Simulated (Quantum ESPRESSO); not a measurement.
# Rh: work function by face, part 3 of 6

Wanted: work functions of Rh face by face, under two functionals.

Quantum ESPRESSO 7.5; plane-wave DFT, PBE, PseudoDojo norm-conserving pseudopotentials.

So far. Step 2 (Relaxation with pw.x of (111), PBE):  On the free atoms the largest force ends at 0.019 eV/Å. Step 6 (Electrostatic potential of (111)): On (111) the work function under PBEsol lies +0.14 eV from PBE's.

**7. Relaxation with pw.x of (100), PBE**

Level of this step: plane-wave DFT, PBE, GBRV ultrasoft pseudopotentials (Quantum ESPRESSO 7.5).

File 100.relax.in:

```
&control
  prefix = '100.relax'
  outdir = './out'
  pseudo_dir = './pseudo'
  nstep = 40
  forc_conv_thr = 0.001
  calculation = 'relax'
/
&system
  ibrav = 0
  nat = 5
  ntyp = 1
  ecutwfc = 40
  ecutrho = 200
  occupations = 'smearing'
  smearing = 'mv'
  degauss = 0.02
/
&electrons
  conv_thr = 1e-07
  mixing_beta = 0.4
  electron_maxstep = 120
  mixing_mode = 'local-TF'
/
&ions
/
ATOMIC_SPECIES
  Rh  102.9055  rh_pbe_v1.4.uspp.F.UPF
CELL_PARAMETERS angstrom
  2.68700576850888 0.00000000000000 0.00000000000000
  0.00000000000000 2.68700576850888 0.00000000000000
  0.00000000000000 0.00000000000000 23.60000000000000
ATOMIC_POSITIONS crystal
  Rh  0.000000000000 0.000000000000 0.338983050847
  Rh  0.500000000000 0.500000000000 0.419491525424
  Rh  0.000000000000 0.000000000000 0.500000000000 0 0 0
  Rh  0.500000000000 0.500000000000 0.580508474576
  Rh  0.000000000000 0.000000000000 0.661016949153
K_POINTS automatic
  12 12 1 0 0 0
```

On the command line:

```console
OMP_NUM_THREADS=1 mpirun -n 4 pw.x -nk 4 -in 100.relax.in > 100.relax.out
```

The log of the run:

```text
[banner, memory and clock lines left out]
Program PWSCF v.7.5 starts
[citation notice left out]

[...]
Message from routine setup:
[...]
bravais-lattice index     =            0
     lattice parameter (alat)  =       5.0777  a.u.
     unit-cell volume          =    1149.8622 (a.u.)^3
     number of atoms/cell      =            5
     number of atomic types    =            1
     number of electrons       =        75.00
     number of Kohn-Sham states=           46
     kinetic-energy cutoff     =      40.0000  Ry
     charge density cutoff     =     200.0000  Ry
     scf convergence threshold =      1.0E-07
     mixing beta               =       0.4000
     number of iterations used =            8  local-TF  mixing
     energy convergence thresh.=      1.0E-04
     force convergence thresh. =      1.0E-03
     Exchange-correlation=  SLA  PW   PBX  PBC
                           (   1   4   3   4   0   0   0)
     nstep                     =           40

[...]
PseudoPot. # 1 for Rh read from file:
     ./pseudo/rh_pbe_v1.4.uspp.F.UPF
     Pseudo is Ultrasoft + core correction, Zval = 15.0
     Generated by new atomic code, or converted to UPF format
     Using radial grid of  969 points,  7 beta functions with:
                l(1) =   0
                l(2) =   0
                l(3) =   1
                l(4) =   1
                l(5) =   2
                l(6) =   2
                l(7) =   2
     Q(r) pseudized with  8 coefficients,  rinner =    1.200   1.200   1.200
                                                       1.200   1.200

     atomic species   valence    mass     pseudopotential
     Rh               15.00   102.90550     Rh( 1.00)

     16 Sym. Ops., with inversion, found

[...]
number of k points=    28  Marzari-Vanderbilt smearing, width (Ry)=  0.0200
[...]
Dense  grid:    55013 G-vectors     FFT dimensions: (  24,  24, 216)

     Smooth grid:    39335 G-vectors     FFT dimensions: (  24,  24, 180)

     Initial potential from superposition of free atoms

     starting charge      72.4995, renormalised to      75.0000

     negative rho (up, down):  2.839E-01 0.000E+00
     Starting wfcs are   60 randomized atomic wfcs

     per-process dynamical memory:    64.0 Mb

     Self-consistent Calculation

     iteration #  1     ecut=    40.00 Ry     beta= 0.40
     Davidson diagonalization with overlap
     ethr =  1.00E-02,  avg # of iterations =  3.2

     negative rho (up, down):  2.954E-01 0.000E+00

     total energy              =    -855.96270665 Ry
     estimated scf accuracy    <       3.80543577 Ry

     iteration #  2     ecut=    40.00 Ry     beta= 0.40
[...]
negative rho (up, down):  3.058E-01 0.000E+00

[...]
total energy              =    -855.76346626 Ry
     estimated scf accuracy    <       0.93175577 Ry

     iteration #  3     ecut=    40.00 Ry     beta= 0.40
[...]
negative rho (up, down):  3.099E-01 0.000E+00

[...]
total energy              =    -855.82269993 Ry
     estimated scf accuracy    <       0.16450381 Ry

     iteration #  4     ecut=    40.00 Ry     beta= 0.40
[...]
negative rho (up, down):  3.098E-01 0.000E+00

[...]
total energy              =    -855.84181716 Ry
     estimated scf accuracy    <       0.03457205 Ry

     iteration #  5     ecut=    40.00 Ry     beta= 0.40
[...]
negative rho (up, down):  3.096E-01 0.000E+00

[...]
total energy              =    -855.84205173 Ry
     estimated scf accuracy    <       0.00283390 Ry

     iteration #  6     ecut=    40.00 Ry     beta= 0.40
[...]
negative rho (up, down):  3.069E-01 0.000E+00

[...]
total energy              =    -855.84191372 Ry
     estimated scf accuracy    <       0.00122198 Ry

[...]
iteration # 11     ecut=    40.00 Ry     beta= 0.40
[...]
negative rho (up, down):  2.913E-01 0.000E+00

[...]
total energy              =    -855.84131787 Ry
     estimated scf accuracy    <       0.00000677 Ry

     iteration # 12     ecut=    40.00 Ry     beta= 0.40
[...]
negative rho (up, down):  2.913E-01 0.000E+00

[...]
total energy              =    -855.84131969 Ry
     estimated scf accuracy    <       0.00000131 Ry

     iteration # 13     ecut=    40.00 Ry     beta= 0.40
[...]
negative rho (up, down):  2.913E-01 0.000E+00

[...]
total energy              =    -855.84131964 Ry
     estimated scf accuracy    <       0.00000033 Ry

     iteration # 14     ecut=    40.00 Ry     beta= 0.40
[...]
negative rho (up, down):  2.913E-01 0.000E+00

[...]
End of self-consistent calculation

          k = 0.0000 0.0000 0.0000 (  4913 PWs)   bands (ev):

   -41.4365 -41.1982 -41.0314 -41.0314 -40.9603 -40.9395 -40.9395 -40.8412
   -40.8412 -40.3627 -40.3582 -40.3378 -40.3378 -40.3376 -40.3376  -1.9083
    -0.7090  -0.4751  -0.1366   0.3752   0.4933   0.5421   1.3039   2.0497
     2.4375   2.7810   2.7810   3.5828   3.5828   3.8551   4.0448   4.4638
     4.6621   4.6621   4.7523   5.1142   5.1533   5.6660   5.7437   5.7437
     6.1183   6.2261   6.4047   6.4047   6.9093   8.2076

          k = 0.0000 0.0833 0.0000 (  4887 PWs)   bands (ev):

   -41.4284 -41.2094 -41.0450 -41.0258 -41.0087 -40.9367 -40.9214 -40.8691
   -40.8418 -40.3648 -40.3645 -40.3578 -40.3543 -40.3360 -40.3358  -1.7315
    -0.5611  -0.3496  -0.0116   0.4812   0.6287   0.6693   1.3943   2.0939
     2.5272   2.7441   2.8220   3.2190   3.5417   3.9229   4.1975   4.2691
     4.4514   4.4780   4.7052   5.2565   5.2656   5.3060   5.5241   5.9610
     5.9643   5.9691   6.1351   6.4454   7.5397   8.9579

[...]
the Fermi energy is     5.5945 ev

!    total energy              =    -855.84131964 Ry
     estimated scf accuracy    <       0.00000003 Ry
     smearing contrib. (-TS)   =       0.00113332 Ry
     internal energy E=F+TS    =    -855.84245296 Ry

     The total energy is F=E-TS. E is the sum of the following terms:
     one-electron contribution =   -7503.81339956 Ry
     hartree contribution      =    3777.23061366 Ry
     xc contribution           =    -149.57040499 Ry
     ewald contribution        =    3020.31073793 Ry

     convergence has been achieved in  14 iterations

     negative rho (up, down):  2.913E-01 0.000E+00

     Forces acting on atoms (cartesian axes, Ry/au):

     atom    1 type  1   force =     0.00000000    0.00000000    0.01419345
     atom    2 type  1   force =     0.00000000    0.00000000   -0.02641595
     atom    3 type  1   force =     0.00000000    0.00000000    0.00000000
     atom    4 type  1   force =     0.00000000    0.00000000    0.02641595
     atom    5 type  1   force =     0.00000000    0.00000000   -0.01419345

     Total force =     0.042409     Total SCF correction =     0.000935

     BFGS Geometry Optimization
     Energy error            =      1.8E-03 Ry
     Gradient error          =      2.6E-02 Ry/Bohr

     number of scf cycles    =   1
     number of bfgs steps    =   0

     energy             new  =    -855.8413196428 Ry

     new trust radius        =       0.0264159475 bohr
     new conv_thr            =       0.0000001000 Ry

ATOMIC_POSITIONS (crystal)
Rh               0.0000000000        0.0000000000        0.3393013073
Rh               0.5000000000        0.5000000000        0.4188992069
Rh               0.0000000000        0.0000000000        0.5000000000    0   0   0
Rh               0.5000000000        0.5000000000        0.5811007931
Rh               0.0000000000        0.0000000000        0.6606986927

[...]
NEW-OLD atomic charge density approx. for the potential

     negative rho (up, down):  2.920E-01 0.000E+00

     per-process dynamical memory:    70.3 Mb

[...]
!    total energy              =    -855.84279181 Ry
[...]
Total force =     0.026840     Total SCF correction =     0.000239
[...]
number of bfgs steps    =   1
[...]
energy             new  =    -855.8427918126 Ry
[...]
new trust radius        =       0.0290575423 bohr
[...]
!    total energy              =    -855.84362851 Ry
[...]
Total force =     0.008942     Total SCF correction =     0.000342
[...]
number of bfgs steps    =   2
[...]
energy             new  =    -855.8436285146 Ry
[...]
new trust radius        =       0.0149036929 bohr
[...]
!    total energy              =    -855.84373098 Ry
[...]
Total force =     0.001496     Total SCF correction =     0.000250
[...]
number of bfgs steps    =   3
[...]
energy             new  =    -855.8437309750 Ry
[...]
new trust radius        =       0.0010458352 bohr
[...]
Self-consistent Calculation

     iteration #  1     ecut=    40.00 Ry     beta= 0.40
     Davidson diagonalization with overlap
     ethr =  1.00E-06,  avg # of iterations =  3.4

     negative rho (up, down):  2.906E-01 0.000E+00

     total energy              =    -855.84372914 Ry
     estimated scf accuracy    <       0.00007880 Ry

[...]
iteration #  9     ecut=    40.00 Ry     beta= 0.40
[...]
negative rho (up, down):  2.906E-01 0.000E+00

[...]
End of self-consistent calculation

          k = 0.0000 0.0000 0.0000 (  4913 PWs)   bands (ev):

   -41.4091 -41.2468 -41.0242 -41.0242 -40.9872 -40.9872 -40.9561 -40.8012
   -40.8012 -40.4175 -40.4117 -40.4014 -40.4014 -40.4010 -40.4010  -1.8821
    -0.7817  -0.4227  -0.1025   0.2556   0.3547   0.4782   1.2494   2.0716
     2.4374   2.8165   2.8165   3.4618   3.4618   3.8025   4.1235   4.4879
     4.6038   4.6038   4.7821   5.0434   5.0525   5.6281   5.7543   5.7543
     6.1016   6.2155   6.3944   6.3944   7.0096   8.2428

          k = 0.0000 0.0833 0.0000 (  4887 PWs)   bands (ev):

   -41.4006 -41.2507 -41.0478 -41.0405 -41.0193 -40.9842 -40.9341 -40.8272
   -40.8007 -40.4274 -40.4270 -40.4128 -40.4084 -40.3998 -40.3995  -1.7054
    -0.6305  -0.2976   0.0228   0.3546   0.4978   0.6034   1.3384   2.1154
     2.5264   2.7714   2.8587   3.1334   3.4360   3.8964   4.1199   4.3189
     4.3748   4.5039   4.6969   5.1519   5.2845   5.3045   5.4652   5.9552
     5.9585   5.9682   6.1328   6.4366   7.6218   8.9734

[...]
the Fermi energy is     5.5917 ev

!    total energy              =    -855.84373301 Ry
     estimated scf accuracy    <          6.0E-10 Ry
     smearing contrib. (-TS)   =       0.00104355 Ry
     internal energy E=F+TS    =    -855.84477656 Ry

     The total energy is F=E-TS. E is the sum of the following terms:
     one-electron contribution =   -7503.19622098 Ry
     hartree contribution      =    3776.85625765 Ry
     xc contribution           =    -149.58542719 Ry
     ewald contribution        =    3020.08061396 Ry

     convergence has been achieved in   9 iterations

     negative rho (up, down):  2.906E-01 0.000E+00

     Forces acting on atoms (cartesian axes, Ry/au):

     atom    1 type  1   force =     0.00000000    0.00000000   -0.00083458
     atom    2 type  1   force =     0.00000000    0.00000000   -0.00041775
     atom    3 type  1   force =     0.00000000    0.00000000    0.00000000
     atom    4 type  1   force =     0.00000000    0.00000000    0.00041775
     atom    5 type  1   force =     0.00000000    0.00000000    0.00083458

     Total force =     0.001320     Total SCF correction =     0.000215
     SCF correction compared to forces is large: reduce conv_thr to get better values
     Energy error            =      2.0E-06 Ry
     Gradient error          =      8.3E-04 Ry/Bohr

     bfgs converged in   5 scf cycles and   4 bfgs steps
     (criteria: energy <  1.0E-04 Ry, force <  1.0E-03 Ry/Bohr)

     End of BFGS Geometry Optimization

     Final energy             =    -855.8437330146 Ry

     File ./out/100.relax.bfgs deleted, as requested
Begin final coordinates

ATOMIC_POSITIONS (crystal)
Rh               0.0000000000        0.0000000000        0.3397743947
Rh               0.5000000000        0.5000000000        0.4179093825
Rh               0.0000000000        0.0000000000        0.5000000000    0   0   0
Rh               0.5000000000        0.5000000000        0.5820906175
Rh               0.0000000000        0.0000000000        0.6602256053
End final coordinates

[...]
```

Run time: 2.3 min. Hardware: 4 MPI ranks of Arm Neoverse V2, shared host; peak memory 0.58 GiB.

Step by step:

| step | energy less that of the first step (eV) | largest force (eV/Å) |
| --- | --- | --- |
| 1 | 0.0000 | 0.6792 |
| 2 | -0.0200 | 0.4313 |
| 3 | -0.0314 | 0.1508 |
| 4 | -0.0328 | 0.0261 |
| 5 | -0.0328 | 0.0215 |

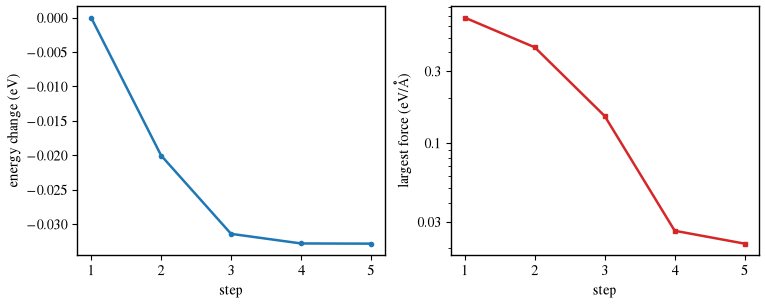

Energy and largest force along the relaxation.

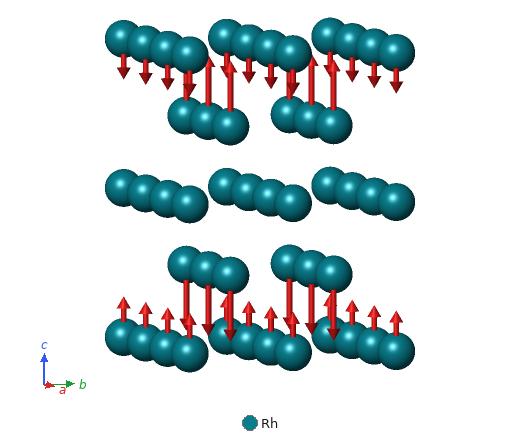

Displacements in the relaxation, exaggerated; the longest in the cell stands for 0.04 Å. 3×2×1 cells are drawn. Some periodic images of atoms are drawn too.

The atoms that moved most (Å):

| atom | dx | dy | dz | length |
| --- | --- | --- | --- | --- |
| Rh4 | 0.000 | 0.000 | 0.037 | 0.037 |
| Rh2 | 0.000 | 0.000 | -0.037 | 0.037 |
| Rh1 | 0.000 | 0.000 | 0.019 | 0.019 |
| Rh5 | 0.000 | 0.000 | -0.019 | 0.019 |

Final coordinates:

```xyz
5
Lattice="2.6870 0.0000 0.0000 0.0000 2.6870 0.0000 0.0000 0.0000 23.6000" Properties=species:S:1:pos:R:3
Rh    0.0000    0.0000    8.0187
Rh    1.3435    1.3435    9.8627
Rh    0.0000    0.0000   11.8000
Rh    1.3435    1.3435   13.7373
Rh    0.0000    0.0000   15.5813
```

The relaxation lowers the energy by 7 meV an atom. On the free atoms the largest force ends at 0.021 eV/Å.

This step gave:

* free energy: -11644.3472 eV
* Fermi energy: 5.592 eV

**8. Self-consistent run of (100), PBE**

Level of this step: plane-wave DFT, PBE, PseudoDojo norm-conserving pseudopotentials (Quantum ESPRESSO 7.5).

File 100.pbe.in:

```
&control
  prefix = '100.pbe'
  outdir = './out'
  pseudo_dir = './pseudo'
  calculation = 'scf'
  tprnfor = .true.
/
&system
  ibrav = 0
  nat = 5
  ntyp = 1
  ecutwfc = 80
  ecutrho = 320
  occupations = 'smearing'
  smearing = 'mv'
  degauss = 0.02
/
&electrons
  conv_thr = 1e-07
  mixing_beta = 0.4
  electron_maxstep = 120
  mixing_mode = 'local-TF'
/
ATOMIC_SPECIES
  Rh  102.9055  Rh.dojo-sr-pbe-0.4.1-standard.upf
CELL_PARAMETERS angstrom
  2.68700576850888 0.00000000000000 0.00000000000000
  0.00000000000000 2.68700576850888 0.00000000000000
  0.00000000000000 0.00000000000000 23.60000000000000
ATOMIC_POSITIONS crystal
  Rh  0.000000000000 0.000000000000 0.339774394700
  Rh  0.500000000000 0.500000000000 0.417909382500
  Rh  0.000000000000 0.000000000000 0.500000000000
  Rh  0.500000000000 0.500000000000 0.582090617500
  Rh  0.000000000000 0.000000000000 0.660225605300
K_POINTS automatic
  12 12 1 0 0 0
```

On the command line:

```console
OMP_NUM_THREADS=1 mpirun -n 4 pw.x -nk 4 -in 100.pbe.in > 100.pbe.out
```

The log of the run:

```text
[banner, memory and clock lines left out]
Program PWSCF v.7.5 starts
[citation notice left out]

[...]
Message from routine setup:
[...]
bravais-lattice index     =            0
     lattice parameter (alat)  =       5.0777  a.u.
     unit-cell volume          =    1149.8622 (a.u.)^3
     number of atoms/cell      =            5
     number of atomic types    =            1
     number of electrons       =        85.00
     number of Kohn-Sham states=           52
     kinetic-energy cutoff     =      80.0000  Ry
     charge density cutoff     =     320.0000  Ry
     scf convergence threshold =      1.0E-07
     mixing beta               =       0.4000
     number of iterations used =            8  local-TF  mixing
     Exchange-correlation= PBE
                           (   1   4   3   4   0   0   0)

[...]
PseudoPot. # 1 for Rh read from file:
     ./pseudo/Rh.dojo-sr-pbe-0.4.1-standard.upf
     Pseudo is Norm-conserving + core correction, Zval = 17.0
     Generated using ONCVPSP code by D. R. Hamann
     Using radial grid of 1568 points,  6 beta functions with:
                l(1) =   0
                l(2) =   0
                l(3) =   1
                l(4) =   1
                l(5) =   2
                l(6) =   2

     atomic species   valence    mass     pseudopotential
     Rh               17.00   102.90550     Rh( 1.00)

     16 Sym. Ops., with inversion, found

[...]
number of k points=    28  Marzari-Vanderbilt smearing, width (Ry)=  0.0200
[...]
Dense  grid:   111405 G-vectors     FFT dimensions: (  30,  30, 256)

     Initial potential from superposition of free atoms

     starting charge      84.9968, renormalised to      85.0000

     negative rho (up, down):  7.553E-05 0.000E+00
     Starting wfcs are   50 randomized atomic wfcs +    2 random wfcs

     per-process dynamical memory:   155.7 Mb

     Self-consistent Calculation

     iteration #  1     ecut=    80.00 Ry     beta= 0.40
     Davidson diagonalization with overlap
     ethr =  1.00E-02,  avg # of iterations =  5.0

     Threshold (ethr) on eigenvalues was too large:
     Diagonalizing with lowered threshold

     Davidson diagonalization with overlap
     ethr =  6.29E-04,  avg # of iterations =  1.2

     total energy              =   -1172.76214292 Ry
     estimated scf accuracy    <       0.56285152 Ry

     iteration #  2     ecut=    80.00 Ry     beta= 0.40
[...]
total energy              =   -1172.69673980 Ry
     estimated scf accuracy    <       0.24943135 Ry

     iteration #  3     ecut=    80.00 Ry     beta= 0.40
[...]
total energy              =   -1172.72674928 Ry
     estimated scf accuracy    <       0.01972312 Ry

     iteration #  4     ecut=    80.00 Ry     beta= 0.40
[...]
total energy              =   -1172.72566659 Ry
     estimated scf accuracy    <       0.03036063 Ry

     iteration #  5     ecut=    80.00 Ry     beta= 0.40
[...]
total energy              =   -1172.72579358 Ry
     estimated scf accuracy    <       0.00457295 Ry

     iteration #  6     ecut=    80.00 Ry     beta= 0.40
[...]
total energy              =   -1172.72553876 Ry
     estimated scf accuracy    <       0.00149079 Ry

[...]
iteration # 11     ecut=    80.00 Ry     beta= 0.40
[...]
negative rho (up, down):  6.107E-04 0.000E+00

[...]
total energy              =   -1172.72539013 Ry
     estimated scf accuracy    <       0.00001563 Ry

     iteration # 12     ecut=    80.00 Ry     beta= 0.40
[...]
negative rho (up, down):  3.294E-04 0.000E+00

[...]
total energy              =   -1172.72539132 Ry
     estimated scf accuracy    <       0.00000162 Ry

     iteration # 13     ecut=    80.00 Ry     beta= 0.40
[...]
negative rho (up, down):  3.519E-07 0.000E+00

[...]
total energy              =   -1172.72539285 Ry
     estimated scf accuracy    <       0.00000059 Ry

     iteration # 14     ecut=    80.00 Ry     beta= 0.40
[...]
End of self-consistent calculation

          k = 0.0000 0.0000 0.0000 ( 13879 PWs)   bands (ev):

   -72.8020 -72.7859 -72.6493 -72.1528 -72.1528 -40.8843 -40.7213 -40.4993
   -40.4993 -40.4619 -40.4619 -40.4313 -40.2774 -40.2774 -39.8965 -39.8905
   -39.8793 -39.8793 -39.8789 -39.8789  -1.3482  -0.2516   0.0948   0.4128
     0.7755   0.8697   1.0023   1.7638   2.5877   2.9545   3.3332   3.3332
     3.9777   3.9777   4.3175   4.6385   5.0043   5.1181   5.1181   5.2995
     5.5604   5.5679   6.1432   6.2693   6.2693   6.6171   6.7317   6.9111
     6.9111   7.5246   8.7570  11.0030

          k = 0.0000 0.0833 0.0000 ( 13901 PWs)   bands (ev):

   -72.7983 -72.7832 -72.6478 -72.1505 -72.1505 -40.8760 -40.7253 -40.5228
   -40.5153 -40.4945 -40.4589 -40.4092 -40.3037 -40.2771 -39.9054 -39.9050
   -39.8918 -39.8872 -39.8778 -39.8775  -1.1722  -0.1010   0.2196   0.5388
     0.8733   1.0146   1.1270   1.8529   2.6306   3.0426   3.2878   3.3754
     3.6486   3.9520   4.4112   4.6353   4.8332   4.8899   5.0195   5.2132
     5.6675   5.7992   5.8193   5.9807   6.4710   6.4737   6.4837   6.6489
     6.9533   8.1377   9.4906  11.1562

[...]
the Fermi energy is     6.1071 ev

!    total energy              =   -1172.72539309 Ry
     estimated scf accuracy    <       0.00000004 Ry
     smearing contrib. (-TS)   =       0.00104951 Ry
     internal energy E=F+TS    =   -1172.72644260 Ry

     The total energy is F=E-TS. E is the sum of the following terms:
     one-electron contribution =   -9750.86548294 Ry
     hartree contribution      =    4888.03580366 Ry
     xc contribution           =    -189.02252865 Ry
     ewald contribution        =    3879.12576533 Ry

     convergence has been achieved in  14 iterations

     Forces acting on atoms (cartesian axes, Ry/au):

     atom    1 type  1   force =     0.00000000    0.00000000   -0.00059384
     atom    2 type  1   force =     0.00000000    0.00000000   -0.00060303
     atom    3 type  1   force =     0.00000000    0.00000000    0.00000000
     atom    4 type  1   force =     0.00000000    0.00000000    0.00060303
     atom    5 type  1   force =     0.00000000    0.00000000    0.00059384

     Total force =     0.001197     Total SCF correction =     0.001372
     SCF correction compared to forces is large: reduce conv_thr to get better values

[...]
```

The job ended after 96 s (4 MPI ranks; peak memory 0.95 GiB; 6.4 min of CPU time).

Read from the output:

- free energy: -15955.7418 eV
- Fermi energy: 6.107 eV

(Part 3 of 6 ends here.)

[Logs are printed without paths, hosts, clocks, repeated set-up lines and the standing remarks that a program may print on its own settings, such as how far it seeks lower states.]

[Hosts, paths, dates, database ids (printed as entryN), source tags and the programs' standing remarks are cut or masked in the printed files.]

[Maps of the electrostatic potential energy from Ansatz leave out the sawtooth potential of an applied field or a dipole correction, so their vacuum need not be flat; planar profiles and work functions include it.]
